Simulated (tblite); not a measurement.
## Run report: C3H11NSi2, geometry relaxation (part 1 of 2)

System: C3H11NSi2.
Method: GFN2-xTB geometry optimisation, gas phase (tblite 0.8.0).

It belongs to a series of runs on one base structure; here: C replaced by Si.

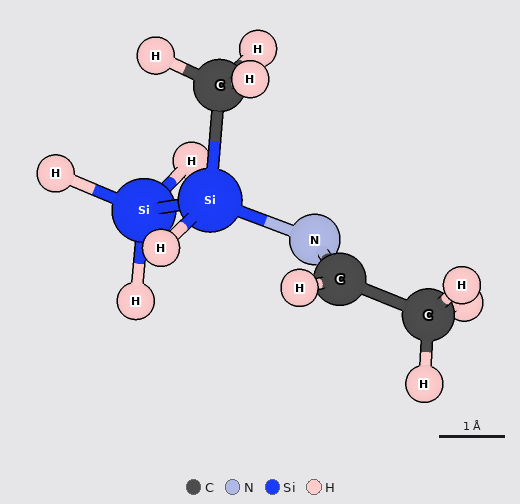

Figure 1. The starting structure (ball-and-stick view, seen at a tilt). Bond lengths as drawn: C–C 1.49 Å, C–H 1.09 to 1.10 Å, C–N 1.31 Å, C–Si 1.85 Å, H–Si 1.48 to 1.50 Å, N–Si 1.74 Å and Si–Si 2.32 Å.

Summary:

- outcome: converged
- total energy: −500.4354 eV
- hardware: 1 CPU thread, shared host
- wall time: 0.75 s
- peak memory: 0.18 GiB

Input:
```
{"job": {"kind": "relax", "xc": "GFN2-xTB", "basis": "xTB"}, "charge": 0, "multiplicity": 1}
C     -3.110600    -0.270600    -0.518800
C     -1.705100     0.212200    -0.628000
N     -0.757100    -0.407100     0.031400
Si     0.854500     0.227200    -0.157800
C      1.125700     1.331900     1.306200
Si     2.478500    -1.427900    -0.176600
H     -3.735600     0.547300    -0.128600
H     -3.190500    -1.134300     0.141300
H     -3.471200    -0.529500    -1.516900
H     -1.536900     1.088900    -1.261400
H      0.896000     1.007800    -1.410600
H      0.373100     2.127400     1.329800
H      1.058600     0.787900     2.254900
H      2.115000     1.810500     1.252700
H      3.824800    -0.792500    -0.308600
H      2.476600    -2.214700     1.101300
H      2.297300    -2.352300    -1.320400
```

The first line tells a small driver script what to run in tblite; the rest is the geometry in Å.

Launch command:
```bash
OMP_NUM_THREADS=1 python <driver script> task.json out
```

What the program printed:
```
step      E/eV     max force
  0    -500.07951    3.339
  1    -500.18401    2.952
  2    -500.24438    0.526
  3    -500.25873    0.388
  4    -500.27213    0.247
  5    -500.27619    0.249
  6    -500.29032    0.245
  7    -500.29835    0.276
  8    -500.30861    0.271
  9    -500.31582    0.234
 10    -500.32128    0.222
 11    -500.32452    0.161
 12    -500.32770    0.148
 13    -500.33157    0.143
 14    -500.33556    0.182
 15    -500.33889    0.170
 16    -500.34175    0.153
 17    -500.34490    0.164
 18    -500.34885    0.164
 19    -500.35341    0.162
 20    -500.35773    0.152
 21    -500.36143    0.180
 22    -500.36509    0.164
 23    -500.36932    0.186
 24    -500.37377    0.171
 25    -500.37765    0.149
 26    -500.38085    0.147
 27    -500.38382    0.122
 28    -500.38680    0.123
 29    -500.38961    0.119
 30    -500.39208    0.141
 31    -500.39461    0.136
 32    -500.39782    0.171
 33    -500.40128    0.156
 34    -500.40401    0.103
 35    -500.40593    0.103
 36    -500.40774    0.109
 37    -500.40960    0.119
 38    -500.41093    0.079
 39    -500.41184    0.057
 40    -500.41233    0.050
 41    -500.41284    0.063
 42    -500.41376    0.079
 43    -500.41470    0.075
 44    -500.41543    0.075
 45    -500.41594    0.064
 46    -500.41644    0.052
 47    -500.41699    0.053
 48    -500.41751    0.082
 49    -500.41793    0.082
 50    -500.41831    0.058
 51    -500.41872    0.074
 52    -500.41914    0.073
 53    -500.41952    0.061
 54    -500.41989    0.064
 55    -500.42028    0.046
 56    -500.42071    0.051
 57    -500.42110    0.044
 58    -500.42149    0.050
 59    -500.42201    0.067
 60    -500.42277    0.073
 61    -500.42375    0.093
 62    -500.42477    0.086
 63    -500.42572    0.085
 64    -500.42664    0.087
 65    -500.42759    0.094
 66    -500.42841    0.084
 67    -500.42894    0.067
 68    -500.42933    0.049
 69    -500.42975    0.062
 70    -500.43027    0.079
 71    -500.43090    0.074
 72    -500.43155    0.053
 73    -500.43180    0.030
 74    -500.43198    0.026
 75    -500.43209    0.025
 76    -500.43216    0.020
 77    -500.43223    0.019
 78    -500.43234    0.022
 79    -500.43248    0.031
 80    -500.43260    0.030
 81    -500.43271    0.028
 82    -500.43283    0.023
 83    -500.43296    0.036
 84    -500.43310    0.041
 85    -500.43327    0.032
 86    -500.43347    0.033
 87    -500.43367    0.031
 88    -500.43385    0.035
 89    -500.43398    0.024
 90    -500.43410    0.031
 91    -500.43422    0.026
 92    -500.43439    0.036
 93    -500.43454    0.035
 94    -500.43471    0.033
 95    -500.43486    0.029
 96    -500.43499    0.025
 97    -500.43512    0.021
 98    -500.43520    0.015
 99    -500.43524    0.012
100    -500.43527    0.011
101    -500.43529    0.010
102    -500.43532    0.016
103    -500.43535    0.013
104    -500.43536    0.007
```

Trajectory as extended XYZ (Å, eV, eV/Å), 13 of the 105 frames kept, from step=0 to step=104:
```
17
Properties=species:S:1:pos:R:3:forces:R:3 step=0 energy=-500.07951
C    -3.1106   -0.2706   -0.5188   -0.0600   0.3580  -0.0070
C    -1.7051    0.2122   -0.6280    1.4190  -1.9340   1.8380
N    -0.7571   -0.4071    0.0314   -1.8550   1.9510  -1.9760
Si    0.8545    0.2272   -0.1578    0.3090  -1.0820  -0.5260
C     1.1257    1.3319    1.3062    0.3000   0.9470   0.8590
Si    2.4785   -1.4279   -0.1766   -0.0450  -0.0940   0.2120
H    -3.7356    0.5473   -0.1286    0.1120  -0.2690  -0.1630
H    -3.1905   -1.1343    0.1413    0.1110   0.1340  -0.1070
H    -3.4712   -0.5295   -1.5169   -0.0590   0.0280   0.1140
H    -1.5369    1.0889   -1.2614   -0.0120  -0.1930   0.0300
H     0.8960    1.0078   -1.4106    0.0540   0.1980  -0.0040
H     0.3731    2.1274    1.3298    0.2080  -0.1090   0.1130
H     1.0586    0.7879    2.2549    0.0510   0.1660  -0.2920
H     2.1150    1.8105    1.2527   -0.3930  -0.1750   0.1320
H     3.8248   -0.7925   -0.3086   -0.3880  -0.2810   0.0470
H     2.4766   -2.2147    1.1013    0.1000   0.2370  -0.5580
H     2.2973   -2.3523   -1.3204    0.1480   0.1190   0.2870
17
Properties=species:S:1:pos:R:3:forces:R:3 step=9 energy=-500.31582
C    -3.1309   -0.2826   -0.4985    0.0170  -0.0370  -0.0390
C    -1.7232    0.1822   -0.6296   -0.0790   0.0260  -0.0880
N    -0.7361   -0.3563   -0.0705   -0.1460   0.1820  -0.0210
Si    0.8931    0.2414   -0.1803   -0.0370  -0.0600   0.0270
C     1.1383    1.3760    1.3273    0.0040   0.0040   0.0480
Si    2.4391   -1.4537   -0.1801    0.1210  -0.1030   0.0180
H    -3.7599    0.5333   -0.1330    0.1190  -0.1080   0.0600
H    -3.2076   -1.1485    0.1552   -0.0080   0.0810  -0.0310
H    -3.4957   -0.5289   -1.4977   -0.0200  -0.0940   0.0730
H    -1.6272    1.0494   -1.3057    0.0460  -0.0510   0.0400
H     0.9749    1.0852   -1.3881    0.1020   0.1450  -0.0660
H     0.3931    2.1632    1.3688   -0.0410   0.0500  -0.0150
H     1.0693    0.8150    2.2522   -0.0380  -0.0690   0.0620
H     2.1163    1.8426    1.3092    0.0670   0.0320  -0.0450
H     3.7746   -0.8574   -0.2979    0.0320   0.0370  -0.0250
H     2.5207   -2.2450    1.0502   -0.0810  -0.0210   0.0010
H     2.3539   -2.4038   -1.2914   -0.0590  -0.0150   0.0010
17
Properties=species:S:1:pos:R:3:forces:R:3 step=17 energy=-500.34490
C    -3.1373   -0.3097   -0.5015    0.0820   0.0120   0.0420
C    -1.7416    0.1945   -0.6758   -0.0080  -0.0120  -0.0240
N    -0.7344   -0.2756   -0.0927   -0.0820  -0.0040  -0.0760
Si    0.9121    0.2695   -0.1893   -0.0790  -0.0070   0.0510
C     1.1421    1.3836    1.3391    0.0140   0.0140   0.0440
Si    2.4356   -1.4715   -0.1830   -0.0040  -0.0010  -0.0110
H    -3.7462    0.5034   -0.1000    0.0020  -0.0740  -0.0650
H    -3.1904   -1.1605    0.1742    0.1170   0.0410  -0.0340
H    -3.5491   -0.5903   -1.4752    0.0650   0.0620   0.1370
H    -1.6728    1.0463   -1.3726   -0.0190  -0.0840  -0.0270
H     1.0834    1.1699   -1.3534    0.0430   0.0190  -0.0460
H     0.4055    2.1794    1.3833   -0.0670   0.0140  -0.0410
H     1.0613    0.8197    2.2614   -0.0060  -0.0670   0.0440
H     2.1199    1.8508    1.3248    0.0940  -0.0040   0.0020
H     3.7753   -0.8735   -0.3079   -0.0450  -0.0390   0.0080
H     2.4889   -2.2819    1.0398   -0.0510   0.0620  -0.0100
H     2.3406   -2.4420   -1.2810   -0.0580   0.0680   0.0060
17
Properties=species:S:1:pos:R:3:forces:R:3 step=26 energy=-500.38085
C    -3.1078   -0.3436   -0.4741    0.1260   0.0210  -0.0240
C    -1.7556    0.2142   -0.7658    0.0870   0.0130   0.0180
N    -0.7246   -0.1722   -0.1660    0.0090   0.0540   0.0110
Si    0.9251    0.3334   -0.2014    0.0170   0.0070  -0.0010
C     1.1486    1.3818    1.3732   -0.0170   0.0130  -0.0320
Si    2.3720   -1.4603   -0.1899    0.0200  -0.0320  -0.0220
H    -3.7407    0.4374   -0.0448    0.0750  -0.0910  -0.0500
H    -3.0154   -1.1701    0.2277   -0.1080   0.0390  -0.0700
H    -3.5680   -0.6710   -1.4086   -0.0030  -0.0320   0.1430
H    -1.7348    0.9876   -1.5475   -0.0130  -0.0240  -0.0030
H     1.2574    1.2608   -1.3092   -0.0630   0.0210  -0.0560
H     0.4209    2.1866    1.4002   -0.0120   0.0420   0.0760
H     1.0443    0.8043    2.2864   -0.0300  -0.0230  -0.0470
H     2.1377    1.8294    1.3744    0.0110  -0.0030   0.0360
H     3.7407   -0.9339   -0.3122   -0.0380  -0.0390   0.0130
H     2.3686   -2.2565    1.0405   -0.0210   0.0100   0.0000
H     2.2245   -2.4158   -1.2930   -0.0390   0.0240   0.0070
17
Properties=species:S:1:pos:R:3:forces:R:3 step=35 energy=-500.40593
C    -3.0453   -0.3827   -0.4530    0.0320   0.0010  -0.0440
C    -1.7276    0.2111   -0.8283    0.0070  -0.0040   0.0370
N    -0.6795   -0.0624   -0.2022   -0.0540  -0.0660   0.0570
Si    0.9647    0.4285   -0.2270   -0.0470  -0.0010  -0.0590
C     1.1489    1.4056    1.3964    0.0120  -0.0320  -0.0410
Si    2.3029   -1.4512   -0.1996    0.0330   0.0360  -0.0150
H    -3.6751    0.3969   -0.0198    0.0330  -0.0590  -0.0150
H    -2.9095   -1.1848    0.2693   -0.0030   0.0860  -0.0020
H    -3.5538   -0.7658   -1.3365    0.0150   0.0130  -0.0020
H    -1.7549    0.9132   -1.6756   -0.0120  -0.0540   0.0240
H     1.3051    1.3382   -1.3444    0.0150   0.0660   0.0040
H     0.4378    2.2237    1.4742    0.0470  -0.0130  -0.0210
H     0.9958    0.7535    2.2512    0.0130   0.0330   0.0120
H     2.1519    1.8165    1.4606   -0.0240   0.0280   0.0670
H     3.7054   -1.0229   -0.3052   -0.0150  -0.0310  -0.0190
H     2.2457   -2.2254    1.0453   -0.0430  -0.0170  -0.0550
H     2.0804   -2.3801   -1.3154   -0.0080   0.0140   0.0710
17
Properties=species:S:1:pos:R:3:forces:R:3 step=43 energy=-500.41470
C    -3.0203   -0.3998   -0.4486    0.0160  -0.0090  -0.0010
C    -1.7103    0.1939   -0.8422   -0.0400   0.0620   0.0110
N    -0.6638   -0.0354   -0.1972    0.0350  -0.0350   0.0220
Si    0.9752    0.4728   -0.2454   -0.0100   0.0090   0.0620
C     1.1568    1.4124    1.4026    0.0000  -0.0050  -0.0160
Si    2.2775   -1.4296   -0.2092   -0.0260   0.0020  -0.0010
H    -3.6529    0.3782   -0.0185    0.0200  -0.0090  -0.0470
H    -2.8671   -1.1774    0.2933   -0.0140  -0.0190   0.0260
H    -3.5337   -0.8065   -1.3178    0.0090   0.0050  -0.0010
H    -1.7447    0.8607   -1.7159    0.0050  -0.0270  -0.0050
H     1.3169    1.4028   -1.3460   -0.0040   0.0320   0.0110
H     0.4519    2.2364    1.4822    0.0540  -0.0230   0.0040
H     0.9761    0.7404    2.2377   -0.0030   0.0520  -0.0100
H     2.1608    1.8139    1.5117   -0.0470  -0.0050  -0.0090
H     3.6954   -1.0703   -0.3157    0.0210  -0.0020  -0.0080
H     2.1648   -2.2160    1.0214   -0.0070   0.0020   0.0250
H     2.0102   -2.3644   -1.3024   -0.0080  -0.0310  -0.0620
17
Properties=species:S:1:pos:R:3:forces:R:3 step=52 energy=-500.41914
C    -3.0098   -0.4101   -0.4473    0.0050  -0.0020  -0.0170
C    -1.6947    0.1784   -0.8290   -0.0210   0.0290  -0.0010
N    -0.6530   -0.0429   -0.1729   -0.0060  -0.0040  -0.0230
Si    0.9810    0.4814   -0.2395   -0.0180   0.0310   0.0640
C     1.1615    1.4213    1.4073    0.0080   0.0110   0.0050
Si    2.2647   -1.4351   -0.2284   -0.0080   0.0290   0.0000
H    -3.6508    0.3790   -0.0522    0.0100  -0.0120  -0.0080
H    -2.8766   -1.1752    0.3125   -0.0110   0.0160  -0.0040
H    -3.5033   -0.8274   -1.3230    0.0000  -0.0310   0.0080
H    -1.7216    0.8303   -1.7147    0.0120  -0.0140   0.0150
H     1.2942    1.4468   -1.3196    0.0060  -0.0270  -0.0070
H     0.4695    2.2566    1.4752    0.0240  -0.0120   0.0000
H     0.9630    0.7616    2.2474    0.0130   0.0310  -0.0120
H     2.1682    1.8134    1.5200   -0.0140  -0.0150   0.0090
H     3.6895   -1.0969   -0.3309   -0.0080  -0.0110  -0.0080
H     2.1274   -2.2043    1.0116    0.0110  -0.0200  -0.0070
H     1.9840   -2.3649   -1.3262   -0.0020   0.0000  -0.0120
```
